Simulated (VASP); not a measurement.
Band structure of PtS2 (1T layered). Method: PBE GGA, VASP's PBE PAW potentials (set 64) (plane waves; VASP 6.6.1).

Without a dispersion term in the relaxation, distances and binding between the weakly bound layers, chains or molecules are unreliable, and so is what depends on them. Unless said otherwise, spin-orbit coupling is left out, though it shifts the bands of the heavy elements here.

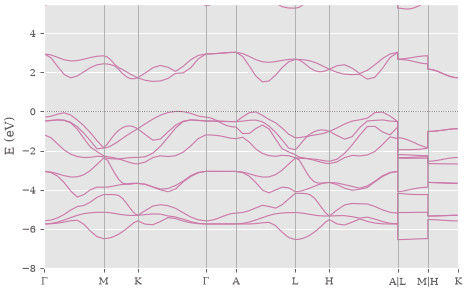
*Bands along high-symmetry lines, zero at the valence-band maximum or, without a gap, the Fermi level*

Problem. Read the plot: is there a gap, and where are the band edges?

Solution. The gap is indirect, 1.51 eV, from the valence maximum at K-Γ at 0.56 to the conduction minimum at A-L at 0.44. (Edges off the drawn lines would not show.)

The compound is PtS2 in the 1T layered structure. It was relaxed first, which changed the volume by +22 %.
